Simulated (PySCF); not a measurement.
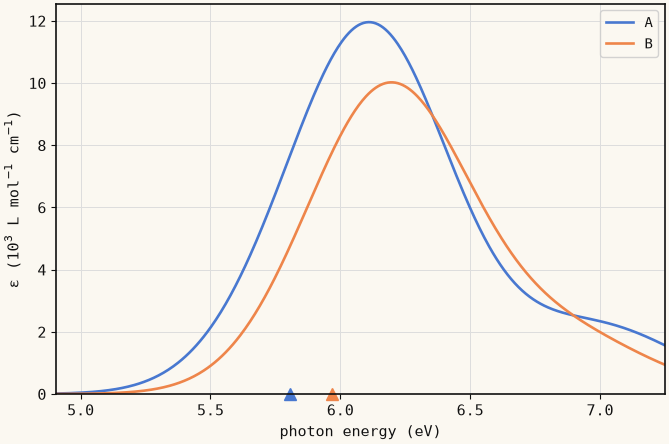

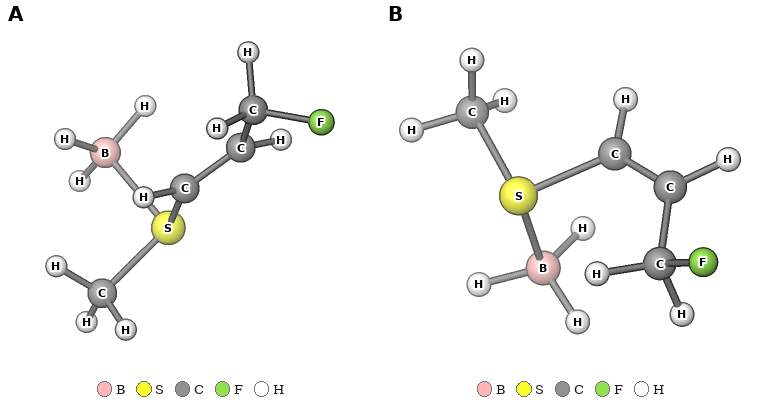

Related molecules: A is C₄H₁₀BFS, SMILES [BH3-][S@+](C)/C=C/CF; B is C₄H₁₀BFS, SMILES [BH3-][S@+](C)/C=C\CF. Vertical TDDFT absorption, B3LYP/def2-SVPD, PySCF 2.14.0, at a GFN2-xTB geometry (no frequency check); Gaussians of 1/e half-width 0.40 eV, triangles mark S1, and the range ends where the computed states of one molecule run out.

> How does the lowest singlet move?

A: 5.81 eV (f = 0.054, mainly HOMO−1 → LUMO (54 %)); B: 5.97 eV (f = 0.050, mainly HOMO−1 → LUMO (67 %)). From A to B it shifts 0.16 eV to the blue.

> And the brightest state of each within the range drawn?

A: S2 at 6.10 eV, f = 0.19; B: S3 at 6.27 eV, f = 0.10.

Limits of at least one run: core orbitals are frozen in the response; one conformer of a flexible molecule; the tight-binding geometry is rougher than a DFT one and adds to the error.
